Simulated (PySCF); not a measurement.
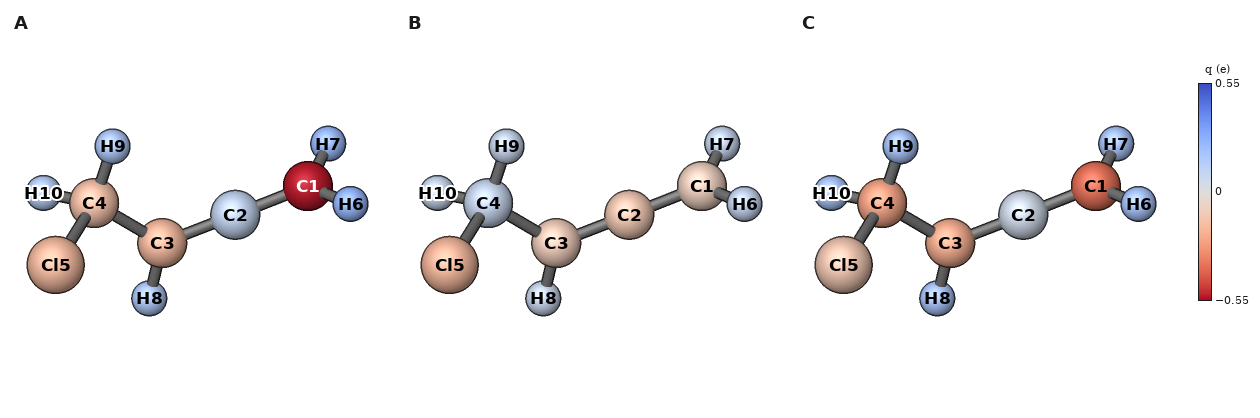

Atomic charges of one calculation by 3 schemes, on one colour scale. The geometry was computed by an optimisation with PBE0-D3(BJ)/def2-TZVP. No frequency run is at hand to confirm it as a minimum. Computed with PBE0/pcSseg-2 (PySCF 2.14.0).

### The schemes are ESP-fitted, IAO, Mulliken. Which panel shows which?

A ESP-fitted, B Mulliken, C IAO.

List the charges (e), one line for each set of equivalent atoms.

```csv
atom,ESP-fitted,Mulliken,IAO
C1,−0.53,−0.08,−0.37
C2,0.09,−0.12,0.05
C3,−0.17,−0.10,−0.21
C4,−0.14,0.08,−0.24
Cl5,−0.16,−0.17,−0.12
H6,0.24,0.09,0.18
H7,0.22,0.08,0.18
H8,0.16,0.07,0.18
H9,0.16,0.07,0.18
H10,0.14,0.07,0.17
```
